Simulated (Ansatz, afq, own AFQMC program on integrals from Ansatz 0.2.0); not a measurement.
**ZrC (singlet): quantum Monte Carlo beside coupled cluster at distance Zr1–C2 = 4.715 Å, def2-SVP**

How near does AFQMC come to the top of the ladder for ZrC (singlet)?

Program: Ansatz 0.2.0, Gaussian basis, and an in-house AFQMC program (afq) on its integrals; all values are calculated. Level of theory: def2-SVP, frozen cores. These are calculated values, not measurements.

Plan: PBE (unrestricted); r2SCAN (unrestricted); PBE0 (unrestricted); B3LYP (unrestricted); B2PLYP (unrestricted); CCSD(T) on RHF; CCSDT(Q) on RHF; UHF; CCSD(T) on UHF; CCSDT(Q) on UHF; Phaseless AFQMC, CISD trial on UHF.

14 further runs of the same task are left out: 14 that didn't finish.

## 1. The geometry

The geometry derives from a PBE0/def2-TZVP stationary point (not a proven minimum). One bond is set to the value named and the two fragments are kept rigid. No spin-orbit coupling is included. Elements past krypton take def2 core potentials.

2 atoms, charge 0, spin multiplicity 1.

Atoms are counted from 1 here; the program's logs count them from 0.

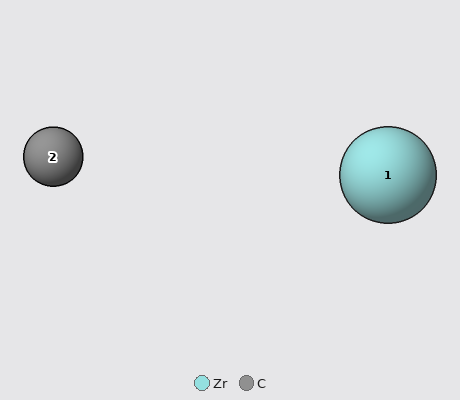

The structure; zirconium light teal, carbon grey; atoms are numbered from 1 in the order of the file.

## 2. PBE (unrestricted)

in.yaml reads:

```yaml
crystal:
  periodic: [false, false, false]
  atoms:
    - {symbol: Zr, position_ang: [0.000000, 0.000000, 0.000000]}
    - {symbol: C, position_ang: [0.000000, 0.000000, 4.715000]}
basis:
  gaussian: {orbitals: def2-SVP}
magnetization: {spin_polarized: true, initial_magnetization: 0}
hamiltonian: {xc: {name: PBE}}
output: {orbitals: {seedname: orbitals}}
```

Started as:

```
$ ansatz run in.yaml --threads 1 --pin off --events-out ev --progress --plain --max-ram 1382MiB
```

The log of the run (excerpt; [...] marks lines left out):

```text
Functional definition: PBE
  name "PBE"
  cite "Perdew, Burke & Ernzerhof, Phys. Rev. Lett. 77, 3865 (1996) doi:10.1103/PhysRevLett.77.3865"
  parent pbe
[...]
436 factors; their error is unknown
[...]
mean field -2303.47363977 eV, -84.6510949112 hartree, gradient 6.5e-6 eV, S^2 2.580774; 35 other end points of the search recorded, 0 dependent functions left out
reference -2303.47367677 eV, -84.6510962708 hartree; 9, 9 occupied and 36, 36 virtual orbitals, 436 factors
Total energy: -2303.47367677 eV, -84.6510962708 hartree
```

It took 77 s on 1 thread of Arm Neoverse V2, shared host.

From the report: ⟨S²⟩ of the determinant 2.581 (pure singlet: 0.00). The determinant is far from a pure spin state, so its energy mixes those of several spin states (harmless only where they are near-degenerate, as at dissociation).

## 3. r2SCAN (unrestricted)

in.yaml, as its differences from that of step 2:

```diff
@@ -8,3 +8,2 @@
 magnetization: {spin_polarized: true, initial_magnetization: 0}
-hamiltonian: {xc: {name: PBE}}
-output: {orbitals: {seedname: orbitals}}
+hamiltonian: {xc: {name: r2SCAN}}
```

Launched as before.

The log of the run (excerpt; [...] marks lines left out):

```text
Functional definition: r2SCAN
  name "r2SCAN"
  cite "Furness, Kaplan, Ning, Perdew & Sun, J. Phys. Chem. Lett. 11, 8208 (2020) doi:10.1021/acs.jpclett.0c02405"
  cite "Furness, Kaplan, Ning, Perdew & Sun, J. Phys. Chem. Lett. 11, 9248 (2020) doi:10.1021/acs.jpclett.0c03077"
  parent r2scan
[...]
436 factors; their error is unknown
[...]
mean field -2304.79254709 eV, -84.6995638610 hartree, gradient 5.4e-6 eV, S^2 2.754801; 32 other end points of the search recorded, 0 dependent functions left out
reference -2304.79257320 eV, -84.6995648205 hartree; 9, 9 occupied and 36, 36 virtual orbitals, 436 factors
Total energy: -2304.79257320 eV, -84.6995648205 hartree
```

Wall time 2 min (1 thread of Arm Neoverse V2, shared host).

From the report: ⟨S²⟩ of the determinant 2.755 (pure singlet: 0.00). The determinant is far from a pure spin state, so its energy mixes those of several spin states (harmless only where they are near-degenerate, as at dissociation).

## 4. PBE0 (unrestricted)

in.yaml, as its differences from that of step 3:

```diff
@@ -8,2 +8,3 @@
 magnetization: {spin_polarized: true, initial_magnetization: 0}
-hamiltonian: {xc: {name: r2SCAN}}
+hamiltonian: {xc: {name: PBE0}}
+output: {orbitals: {seedname: orbitals}}
```

The command is unchanged.

The log of the run (excerpt; [...] marks lines left out):

```text
Functional definition: PBE0
  name "PBE0"
  cite "Adamo & Barone, J. Chem. Phys. 110, 6158 (1999) doi:10.1063/1.478522"
  cite "Perdew, Burke & Ernzerhof, Phys. Rev. Lett. 77, 3865 (1996) doi:10.1103/PhysRevLett.77.3865"
  parent pbe
[...]
474 factors; integrals over basis functions are off by at most 5.2e-4 eV
[...]
mean field -2303.07989260 eV, -84.6366249693 hartree, gradient 2.8e-6 eV, S^2 2.398663; 33 other end points of the search recorded, 0 dependent functions left out
reference -2303.07992083 eV, -84.6366260070 hartree; 9, 9 occupied and 36, 36 virtual orbitals, 474 factors
Total energy: -2303.07992083 eV, -84.6366260070 hartree
```

It took 2.1 min on 1 thread of Arm Neoverse V2, shared host.

From the report: ⟨S²⟩ of the determinant 2.399 (pure singlet: 0.00). The determinant is far from a pure spin state, so its energy mixes those of several spin states (harmless only where they are near-degenerate, as at dissociation).

## 5. B3LYP (unrestricted)

in.yaml, as its differences from that of step 4:

```diff
@@ -8,3 +8,2 @@
 magnetization: {spin_polarized: true, initial_magnetization: 0}
-hamiltonian: {xc: {name: PBE0}}
-output: {orbitals: {seedname: orbitals}}
+hamiltonian: {xc: {name: B3LYP}}
```

The command is unchanged.

The log of the run (excerpt; [...] marks lines left out):

```text
Functional definition: B3LYP
  name "B3LYP"
  cite "Stephens, Devlin, Chabalowski & Frisch, J. Phys. Chem. 98, 11623 (1994) doi:10.1021/j100096a001"
  cite "Becke, Phys. Rev. A 38, 3098 (1988) doi:10.1103/PhysRevA.38.3098"
  cite "Lee, Yang & Parr, Phys. Rev. B 37, 785 (1988) doi:10.1103/PhysRevB.37.785"
  cite "Vosko, Wilk & Nusair, Can. J. Phys. 58, 1200 (1980) doi:10.1139/p80-159"
[...]
480 factors; their error is unknown
[...]
mean field -2305.47077497 eV, -84.7244882760 hartree, gradient 7.3e-6 eV, S^2 2.071311; 14 other end points of the search recorded, 0 dependent functions left out
reference -2305.47097863 eV, -84.7244957601 hartree; 9, 9 occupied and 36, 36 virtual orbitals, 480 factors
Total energy: -2305.47097863 eV, -84.7244957601 hartree
```

It took 71 s on 1 thread of Arm Neoverse V2, shared host.

From the report: ⟨S²⟩ of the determinant 2.071 (pure singlet: 0.00). The determinant is far from a pure spin state, so its energy mixes those of several spin states (harmless only where they are near-degenerate, as at dissociation).

## 6. B2PLYP (unrestricted)

in.yaml, as its differences from that of step 5:

```diff
@@ -8,2 +8,3 @@
 magnetization: {spin_polarized: true, initial_magnetization: 0}
-hamiltonian: {xc: {name: B3LYP}}
+hamiltonian: {xc: {name: B2PLYP}}
+correlation: {electrons: outside_noble_gas}
```

Launched as before.

The log of the run (excerpt; [...] marks lines left out):

```text
Functional definition: B2PLYP
  name "B2PLYP"
  cite "Grimme, J. Chem. Phys. 124, 034108 (2006) doi:10.1063/1.2148954"
  cite "Becke, Phys. Rev. A 38, 3098 (1988) doi:10.1103/PhysRevA.38.3098"
  cite "Lee, Yang & Parr, Phys. Rev. B 37, 785 (1988) doi:10.1103/PhysRevB.37.785"
[...]
474 factors; integrals over basis functions are off by at most 5.2e-4 eV
[...]
mean field -2298.75555698 eV, -84.4777085666 hartree, gradient 8.0e-6 eV, S^2 2.018573; 21 other end points of the search recorded, 0 dependent functions left out
5 core orbitals not correlated: weight in the atoms' cores, before any rotation towards them, 1.000 or more for the frozen orbitals, at most 0.000 for the correlated occupied ones
reference -2298.75568494 eV, -84.4777132690 hartree; 4, 4 occupied and 36, 36 virtual orbitals, 474 factors
second order -3.01880574 eV of doubles, -0.00000000 eV of singles
Total energy: -2299.57076249 eV, -84.5076668165 hartree
```

Run time: 3.2 min. Hardware: 1 thread of Arm Neoverse V2, shared host.

From the report: ⟨S²⟩ of the determinant 2.019 (pure singlet: 0.00). The determinant is far from a pure spin state, so its energy mixes those of several spin states (harmless only where they are near-degenerate, as at dissociation).

## 7. CCSD(T) on RHF

in.yaml reads:

```yaml
crystal:
  periodic: [false, false, false]
  atoms:
    - {symbol: Zr, position_ang: [0.000000, 0.000000, 0.000000]}
    - {symbol: C, position_ang: [0.000000, 0.000000, 4.715000]}
basis:
  gaussian: {orbitals: def2-SVP}
magnetization: {spin_polarized: false}
correlation: {method: ccsd_t, electrons: outside_noble_gas, hamiltonian_folder: ham}
```

Launched as before.

The log of the run (excerpt; [...] marks lines left out):

```text
Functional definition: HF
  name "HF"
  cite "Fock, Z. Phys. 61, 126 (1930) doi:10.1007/BF01340294"
  parent pbe
[...]
474 factors; integrals over basis functions are off by at most 5.2e-4 eV
[...]
mean field -2283.66169650 eV, -83.9230194249 hartree, gradient 5.6e-9 eV, S^2 0.000000; 34 other end points of the search recorded, 0 dependent functions left out; unrestricted orbitals would lower it
[...]
determinant -2283.66169650 eV, -83.9230194249 hartree, with singles and doubles -2288.21493857 eV, -84.0903479846 hartree
determinant -2283.65321233 eV, -83.9227076375 hartree, with singles and doubles -2288.17428782 eV, -84.0888540970 hartree
determinant -2283.65125282 eV, -83.9226356268 hartree, with singles and doubles -2288.17057620 eV, -84.0887176975 hartree
determinant -2283.64647260 eV, -83.9224599570 hartree, with singles and doubles -2288.19477880 eV, -84.0896071268 hartree
[...]
determinant -2283.56738875 eV, -83.9195536791 hartree, with singles and doubles -2288.27412858 eV, -84.0925231776 hartree
determinant -2283.52832721 eV, -83.9181181938 hartree, with singles and doubles -2288.24384899 eV, -84.0914104231 hartree
unrestricted determinant -2287.85895407 eV, -84.0772657956 hartree, S^2 2.0279
5 core orbitals not correlated: weight in the atoms' cores, before any rotation towards them, 1.000 or more for the frozen orbitals, at most 0.000 for the correlated occupied ones
reference -2283.66169650 eV, -83.9230194249 hartree; 4, 4 occupied and 36, 36 virtual orbitals, 474 factors
second order -3.00161239 eV of doubles, -0.00000000 eV of singles
cycle   1  -4.66603611 eV  change   -1.3e-6 eV  update   8.3e-6
[...]
cycle  34  -4.66604648 eV  change   -6.0e-7 eV  update   2.1e-6
perturbative correction -0.28996042 eV, -0.0106558490 hartree
WARN: in the space of 8 natural orbitals, full CI finds another state of this spin 2.490 eV below this run's state, or below the method's energy where it doesn't find this run's state
Total energy: -2288.61770341 eV, -84.1051493194 hartree
```

Run time: 35 s. Hardware: 1 thread of Arm Neoverse V2, shared host.

From the report: correlation -4.9560 eV; T1 0.032; largest double amplitude 0.38. The report marks this result as in doubt.

This run also writes the integrals to the folder ham.

## 8. CCSDT(Q) on RHF

in.yaml, as its differences from that of step 7:

```diff
@@ -8,2 +8,2 @@
 magnetization: {spin_polarized: false}
-correlation: {method: ccsd_t, electrons: outside_noble_gas, hamiltonian_folder: ham}
+correlation: {method: ccsdt_q, electrons: outside_noble_gas}
```

The command is unchanged.

The log of the run:

```text
Functional definition: HF
  name "HF"
  cite "Fock, Z. Phys. 61, 126 (1930) doi:10.1007/BF01340294"
  parent pbe
  exchange = exact_x
  correlation = 0
762 factors; integrals over basis functions are off by at most 9.3e-8 eV
mean field evaluation 1: about -2257.4591 eV, gradient 4.1e1 eV
mean field evaluation 2: about -2257.4598 eV, gradient 4.1e1 eV
mean field evaluation 4: about -2246.6623 eV, gradient 5.6e1 eV
mean field evaluation 8: about -2283.3503 eV, gradient 5.6e0 eV
mean field evaluation 16: about -2283.6513 eV, gradient 4.2e-6 eV
mean field evaluation 32: about -2283.6526 eV, gradient 1.9e-2 eV
mean field evaluation 64: about -2283.6412 eV, gradient 8.5e-1 eV
mean field evaluation 96: about -2283.6589 eV, gradient 5.1e-1 eV
mean field evaluation 128: about -2280.6742 eV, gradient 2.2e1 eV
mean field evaluation 160: about -2283.6465 eV, gradient 2.8e-6 eV
mean field evaluation 192: about -2283.6616 eV, gradient 4.0e-2 eV
mean field evaluation 224: about -2283.6610 eV, gradient 5.6e-2 eV
mean field evaluation 256: about -2283.6230 eV, gradient 1.2e0 eV
mean field evaluation 288: about -2283.6442 eV, gradient 2.2e-2 eV
mean field evaluation 320: about -2283.6532 eV, gradient 5.8e-3 eV
mean field evaluation 352: about -2283.6588 eV, gradient 2.2e-1 eV
mean field evaluation 384: about -2283.5664 eV, gradient 4.0e-1 eV
mean field evaluation 416: about -2283.6439 eV, gradient 4.9e-2 eV
mean field evaluation 448: about -2277.7907 eV, gradient 3.7e0 eV
mean field evaluation 480: about -2283.4655 eV, gradient 3.2e0 eV
mean field evaluation 512: about -2280.6572 eV, gradient 9.5e-2 eV
mean field evaluation 544: about -2283.6166 eV, gradient 1.9e0 eV
mean field evaluation 576: about -2283.5848 eV, gradient 1.6e-4 eV
mean field evaluation 608: about -2280.7012 eV, gradient 2.7e-2 eV
mean field evaluation 640: about -2283.6366 eV, gradient 9.1e-4 eV
mean field evaluation 672: about -2283.6440 eV, gradient 3.3e-4 eV
mean field evaluation 704: about -2283.6465 eV, gradient 8.0e-4 eV
mean field evaluation 736: about -2283.6462 eV, gradient 6.2e-2 eV
mean field evaluation 768: about -2283.5939 eV, gradient 2.9e-2 eV
mean field evaluation 800: about -2283.6569 eV, gradient 3.0e-1 eV
mean field evaluation 832: about -2283.5289 eV, gradient 4.0e-2 eV
mean field evaluation 864: about -2280.7214 eV, gradient 6.8e-4 eV
mean field evaluation 896: about -2280.6577 eV, gradient 1.8e-1 eV
mean field evaluation 928: about -2280.5283 eV, gradient 4.9e0 eV
mean field evaluation 960: about -2280.6450 eV, gradient 6.4e-3 eV
mean field evaluation 992: about -2280.5099 eV, gradient 2.1e0 eV
mean field evaluation 1024: about -2283.5758 eV, gradient 1.4e-1 eV
mean field evaluation 1056: about -2283.5786 eV, gradient 1.4e-1 eV
mean field evaluation 1088: about -2283.6532 eV, gradient 3.5e-2 eV
mean field evaluation 1120: about -2283.6465 eV, gradient 2.0e-4 eV
mean field evaluation 1152: about -2280.7214 eV, gradient 6.6e-4 eV
mean field evaluation 1184: about -2280.7214 eV, gradient 6.1e-4 eV
mean field evaluation 1216: about -2280.7269 eV, gradient 5.0e-1 eV
mean field evaluation 1248: about -2283.5804 eV, gradient 1.1e0 eV
mean field evaluation 1280: about -2280.7214 eV, gradient 4.7e-3 eV
mean field evaluation 1312: about -2283.5298 eV, gradient 2.1e-1 eV
mean field evaluation 1344: about -2277.9876 eV, gradient 4.6e-2 eV
mean field evaluation 1376: about -2277.4291 eV, gradient 5.5e-1 eV
mean field evaluation 1408: about -2283.3425 eV, gradient 5.4e0 eV
mean field evaluation 1440: about -2283.6444 eV, gradient 9.1e-2 eV
mean field evaluation 1472: about -2283.5674 eV, gradient 2.2e-4 eV
mean field evaluation 1504: about -2272.4638 eV, gradient 2.5e1 eV
mean field evaluation 1536: about -2283.6327 eV, gradient 1.8e-1 eV
mean field evaluation 1568: about -2278.0799 eV, gradient 1.4e1 eV
mean field evaluation 1600: about -2280.6811 eV, gradient 4.5e-4 eV
mean field evaluation 1632: about -2283.6314 eV, gradient 1.9e-1 eV
mean field evaluation 1664: about -2283.5894 eV, gradient 2.1e0 eV
mean field evaluation 1696: about -2273.7968 eV, gradient 2.5e1 eV
mean field evaluation 1728: about -2283.5674 eV, gradient 1.8e-3 eV
mean field evaluation 1760: about -2283.6465 eV, gradient 9.1e-4 eV
mean field evaluation 1792: about -2280.5884 eV, gradient 1.4e0 eV
mean field evaluation 1824: about -2283.5941 eV, gradient 3.4e-2 eV
mean field -2283.66172939 eV, -83.9230206338 hartree, gradient 2.1e-6 eV, S^2 0.000000; 37 other end points of the search recorded, 0 dependent functions left out; unrestricted orbitals would lower it
[... 30 lines left out ...]
determinant -2283.66172939 eV, -83.9230206338 hartree, with singles and doubles -2288.21497177 eV, -84.0903492048 hartree
determinant -2283.65323616 eV, -83.9227085130 hartree, with singles and doubles -2288.17433876 eV, -84.0888559693 hartree
determinant -2283.65127691 eV, -83.9226365119 hartree, with singles and doubles -2288.17062603 eV, -84.0887195289 hartree
determinant -2283.64649890 eV, -83.9224609233 hartree, with singles and doubles -2288.19481227 eV, -84.0896083567 hartree
determinant -2283.64647077 eV, -83.9224598897 hartree, with singles and doubles -2288.19124075 eV, -84.0894771058 hartree
determinant -2283.64396093 eV, -83.9223676547 hartree, with singles and doubles -2288.18267675 eV, -84.0891623847 hartree
determinant -2283.63661246 eV, -83.9220976034 hartree, with singles and doubles -2288.18135633 eV, -84.0891138599 hartree
determinant -2283.59353942 eV, -83.9205146982 hartree, with singles and doubles -2288.14773724 eV, -84.0878783812 hartree
determinant -2283.58475803 eV, -83.9201919882 hartree, with singles and doubles -2288.20091916 eV, -84.0898327808 hartree
determinant -2283.57089028 eV, -83.9196823579 hartree, with singles and doubles -2288.16449953 eV, -84.0884943843 hartree
determinant -2283.56740948 eV, -83.9195544409 hartree, with singles and doubles -2288.16119416 eV, -84.0883729138 hartree
determinant -2283.52836644 eV, -83.9181196355 hartree, with singles and doubles -2288.14375607 eV, -84.0877320759 hartree
determinant -2280.72142123 eV, -83.8149663018 hartree, with singles and doubles -2284.90417710 eV, -83.9686797448 hartree
determinant -2280.72139920 eV, -83.8149654920 hartree, with singles and doubles -2284.90304695 eV, -83.9686382125 hartree
determinant -2280.70122775 eV, -83.8142242049 hartree, with singles and doubles -2284.76296716 eV, -83.9634903751 hartree
determinant -2280.68114489 eV, -83.8134861735 hartree, with singles and doubles -2284.78639577 eV, -83.9643513607 hartree
determinant -2280.65799111 eV, -83.8126352879 hartree, with singles and doubles -2284.73672971 eV, -83.9625261666 hartree
determinant -2280.64499086 eV, -83.8121575373 hartree, with singles and doubles -2284.71304150 eV, -83.9616556408 hartree
determinant -2283.66172939 eV, -83.9230206338 hartree, with singles and doubles -2288.32786341 eV, -84.0944978958 hartree
determinant -2283.65323616 eV, -83.9227085130 hartree, with no singles and doubles
determinant -2283.65127691 eV, -83.9226365119 hartree, with no singles and doubles
determinant -2283.64649890 eV, -83.9224609233 hartree, with singles and doubles -2288.30150752 eV, -84.0935293350 hartree
determinant -2283.64647077 eV, -83.9224598897 hartree, with no singles and doubles
determinant -2283.64396093 eV, -83.9223676547 hartree, with singles and doubles -2288.30697253 eV, -84.0937301704 hartree
determinant -2283.63661246 eV, -83.9220976034 hartree, with singles and doubles -2288.30429944 eV, -84.0936319361 hartree
determinant -2283.59353942 eV, -83.9205146982 hartree, with singles and doubles -2288.30231343 eV, -84.0935589516 hartree
determinant -2283.58475803 eV, -83.9201919882 hartree, with no singles and doubles
determinant -2283.57089028 eV, -83.9196823579 hartree, with singles and doubles -2288.27765755 eV, -84.0926528645 hartree
determinant -2283.56740948 eV, -83.9195544409 hartree, with singles and doubles -2288.27423545 eV, -84.0925271049 hartree
determinant -2283.52836644 eV, -83.9181196355 hartree, with singles and doubles -2288.24386838 eV, -84.0914111354 hartree
unrestricted determinant -2287.85897757 eV, -84.0772666592 hartree, S^2 2.0279
5 core orbitals not correlated: weight in the atoms' cores, before any rotation towards them, 1.000 or more for the frozen orbitals, at most 0.000 for the correlated occupied ones
[... 1 line left out ...]
second order -3.00167001 eV of doubles, -0.00000000 eV of singles
[... 335 lines left out ...]
the amplitudes didn't converge, or were refused; trying again from the screening CCSD amplitudes
[... 333 lines left out ...]
Error: not converged in 300 cycles: update norm 1.031e-3, energy change 2.160e-5 eV, smallest ratio of the change in the update to the step in singles and doubles: 2.2e-2
```

Wall time 2.1 min (1 thread of Arm Neoverse V2, shared host).

The run did not converge; it gives no energy for the table.

## 9. UHF

in.yaml reads:

```yaml
crystal:
  periodic: [false, false, false]
  atoms:
    - {symbol: Zr, position_ang: [0.000000, 0.000000, 0.000000]}
    - {symbol: C, position_ang: [0.000000, 0.000000, 4.715000]}
basis:
  gaussian: {orbitals: def2-SVP}
magnetization: {spin_polarized: true, initial_magnetization: 0}
hamiltonian: {xc: hf}
output: {orbitals: {seedname: orbitals}}
```

Same command.

The log of the run (excerpt; [...] marks lines left out):

```text
Functional definition: HF
  name "HF"
  cite "Fock, Z. Phys. 61, 126 (1930) doi:10.1007/BF01340294"
  parent pbe
[...]
474 factors; integrals over basis functions are off by at most 5.2e-4 eV
[...]
mean field -2287.85895407 eV, -84.0772657957 hartree, gradient 1.9e-6 eV, S^2 2.027896; 25 other end points of the search recorded, 0 dependent functions left out
reference -2287.85895407 eV, -84.0772657957 hartree; 9, 9 occupied and 36, 36 virtual orbitals, 474 factors
Total energy: -2287.85895407 eV, -84.0772657957 hartree
```

It took 9 s on 1 thread of Arm Neoverse V2, shared host.

From the report: ⟨S²⟩ of the determinant 2.028 (pure singlet: 0.00). The determinant is far from a pure spin state, so its energy mixes those of several spin states (harmless only where they are near-degenerate, as at dissociation).

(Part 1 of 2 ends here.)
